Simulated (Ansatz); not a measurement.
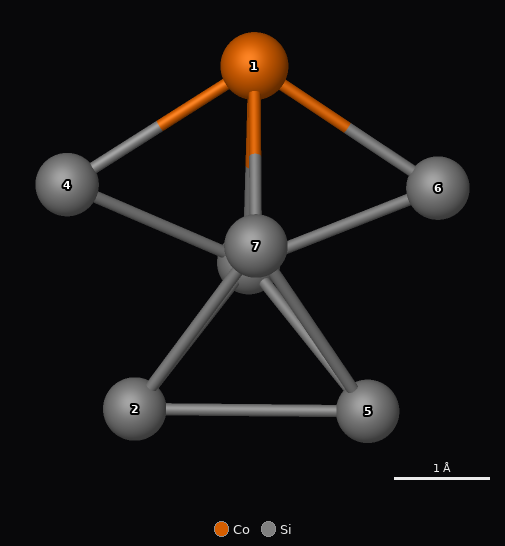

Fig. 1: The structure as given in the input (ball-and-stick view, seen at a tilt; atoms are numbered from 1 in the order of the input). Sticks mark near contacts. Bond lengths as drawn: Co–Si 2.28 to 2.51 Å and Si–Si 2.42 to 2.48 Å.

## CoSi6: single-point calculation

System: CoSi6, multiplicity 4.
Method: UKS PBE-D4/def2-TZVP (Ansatz 0.2.0).

The geometry comes from this level: r2SCAN-D4/def2-SVP.

## What the program printed
```
Functional definition: PBE
  name "PBE"
  cite "Perdew, Burke & Ernzerhof, Phys. Rev. Lett. 77, 3865 (1996) doi:10.1103/PhysRevLett.77.3865"
  parent pbe
  parameter kappa = 0.804
  parameter beta = 0.06672455060314922
  exchange = pbe_x(kappa = kappa, mu = beta*pi^2/3)
  correlation = pbe_c(beta = beta)
these checks for a lower state are left out or cut short: starts
1966 factors; their error is unknown
mean field evaluation 1: about -84864.1488 eV, gradient 1.2e1 eV
mean field evaluation 2: about -84864.5521 eV, gradient 1.2e0 eV
mean field evaluation 4: about -84864.6216 eV, gradient 2.6e-2 eV
mean field evaluation 8: about -84864.5913 eV, gradient 4.5e-2 eV
mean field evaluation 16: about -84864.6021 eV, gradient 2.1e-3 eV
mean field -84864.60210123 eV, -3118.7166039269 hartree, gradient 9.4e-6 eV, S^2 3.782925; 0 other end points of the search recorded, 0 dependent functions left out
reference -84864.60214106 eV, -3118.7166053907 hartree; 57, 54 occupied and 210, 213 virtual orbitals, 1966 factors
Total energy: -84865.18613120 eV, -3118.7380666322 hartree
Checks for a lower state left out: starts
```

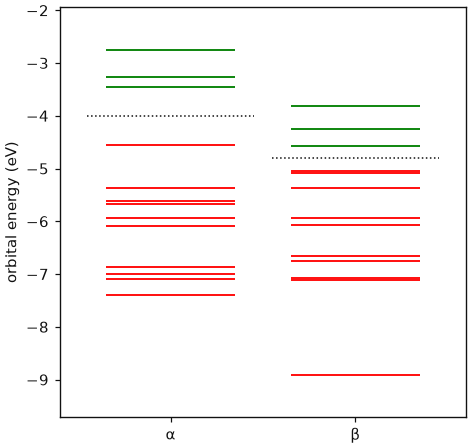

Fig. 2: Orbital energies near the frontier for α and β spins; the dotted line parts filled from empty levels, and levels within 0.02 eV of each other stand side by side. α: highest filled −4.54 eV, lowest empty −3.45 eV, 1.09 eV apart; β: highest filled −5.04 eV, lowest empty −4.57 eV, 0.47 eV apart.

The run was set up as follows.

## The input
```yaml
crystal:
  periodic: [false, false, false]
  atoms:
    - {symbol: Co, position_ang: [1.825836, 0.052630, 0.776127]}
    - {symbol: Si, position_ang: [-1.798139, 1.058812, -0.111313]}
    - {symbol: Si, position_ang: [0.328802, 0.420537, -1.206296]}
    - {symbol: Si, position_ang: [0.418962, 1.952023, 0.659506]}
    - {symbol: Si, position_ang: [-1.423889, -1.282484, -0.833680]}
    - {symbol: Si, position_ang: [1.012056, -1.779886, -0.476219]}
    - {symbol: Si, position_ang: [-0.363628, -0.421642, 1.191877]}
basis:
  gaussian: {orbitals: def2-TZVP, initial_orbitals: start.molden}
magnetization: {spin_polarized: true, initial_magnetization: 3}
hamiltonian: {xc: pbe, dispersion: d4}
scf: {omitted_lower_state_checks: [starts]}
output: {orbitals: {seedname: orbitals}}
```

Run as:
```bash
ansatz run in.yaml --threads 4 --pin off --events-out ev --progress --plain --max-ram 4787MiB
```

## Results in brief

| quantity | value |
| --- | --- |
| outcome | converged |
| total energy | −84865.1861 eV |
| mean-field energy | −84864.6021 eV |
| dispersion energy | −0.5840 eV |
| ⟨S²⟩ | 3.783 |
| SCF solution under orbital rotations | stable |
| HOMO (either spin) | −4.54 eV |
| LUMO (either spin) | −4.57 eV |
| hardware | 4 threads of Arm Neoverse V1, 23 GiB of memory available, shared host |
| wall time | 42 s (CPU time 2.7 min) |
| peak memory | 1.3 GiB |
